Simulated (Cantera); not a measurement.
Charge: 1 mol FeS, 0.14 mol H₂S, 1.5 mol O₂, 0.081 mol SO₂, equilibrated at 825 Torr.

Equilibrium computed with Cantera from the NASA thermochemical tables; the gas is ideal and each condensed phase is pure. Candidate condensed phases: Fe, FeO, Fe(OH)₂, Fe(OH)₃, FeS, FeSO₄, FeS₂, Fe₂O₃, Fe₂(SO₄)₃, Fe₃O₄, H₂O, H₂SO₄, S; 22 gas species. Mutual solubility and eutectic melting of coexisting phases are not modelled. FeS: taken at fixed stoichiometry. Gases not in the tables: S₃ to S₇. Rates play no part.

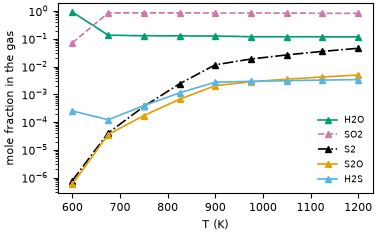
*Equilibrium gas composition (values under 1e-9 drawn at 1e-9)*

At 600 K the condensed part is FeSO₄(s) + FeS₂(s) + Fe₂O₃(s). At 675 K the condensed part is FeS₂(s) + Fe₂O₃(s). From 750 K to 900 K the condensed part is FeS₂(s) + Fe₃O₄(s). From 975 K to 1200 K the condensed part is FeS(s) + Fe₃O₄(s).
